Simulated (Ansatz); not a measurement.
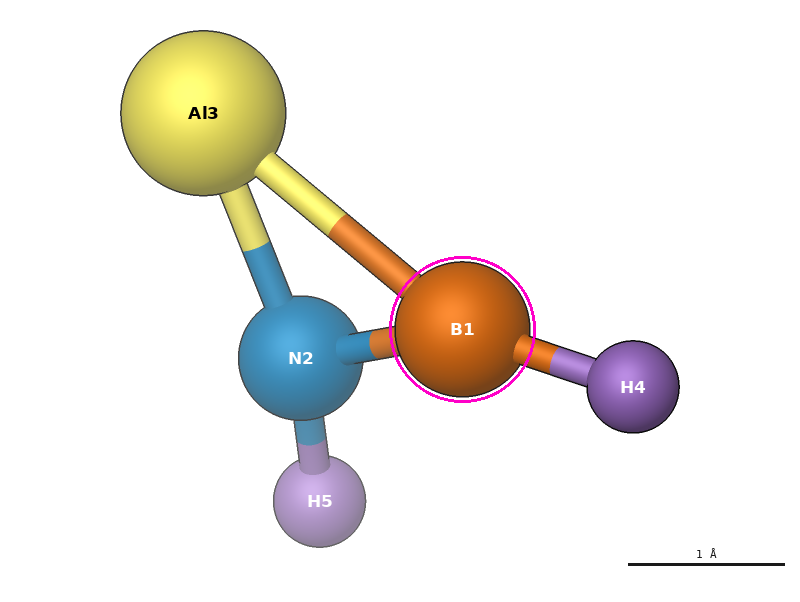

The picture comes from a calculation with Ansatz.

Orthographic view. Distant atoms are faded towards the background colour. Charge 0, doublet. Geometry: atoms displaced at random (about 0.09 Å) from a stationary point of PBE0-D4.

> Which atoms are bonded to the circled atom?

The circled atom is B1; it is bonded to N2, Al3, H4.

> Which two atoms are farthest apart in space?

Al3 and H4, 3.43 Å.

> Which atom is farthest from the viewer?

H5, 1.1 Å behind the mean position.

> Of B1 and N2, which is nearer the viewer?

B1; the bond to N2 points away from the viewer, so it looks shorter than its 1.40 Å.
